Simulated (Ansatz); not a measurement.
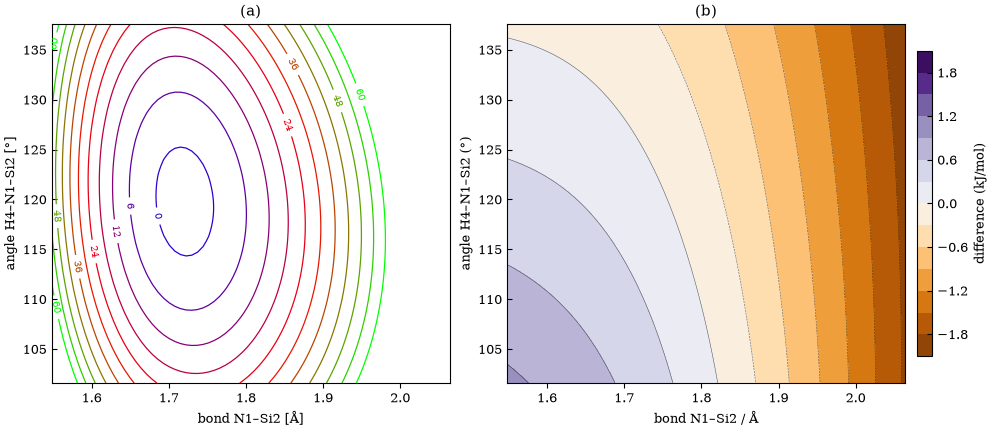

H₅NSi, SMILES N[SiH3]. Two internal coordinates are moved rigidly from the geometry relaxed at PBE0-D4/def2-TZVP, all others fixed. The first coordinate is: bond N1–Si2; the second: angle H4–N1–Si2. The scan uses a 7 × 7 grid. Points are written as (first, second). All energies are given in kJ/mol relative to each map's own lowest point. All numbers below come from RKS PBE0-D4/def2-TZVPP (Ansatz 0.2.0).

Panel (a): Ansatz 0.2.0, RKS PBE0-D4/def2-TZVPP. Panel (b): the map at RKS r2SCAN-D4/def2-TZVPP (Ansatz) less the map of (a), each from its own lowest point.

Q: How does the change of method alter the landscape?

A: The difference runs from −2.0 kJ/mol at (2.064 Å, 137.6°) to 1.0 kJ/mol at (1.548 Å, 101.6°). The interpolated minimum moves from 1.7198 to 1.7208 Å in bond N1–Si2 and 119.78 to 119.91° in angle H4–N1–Si2.
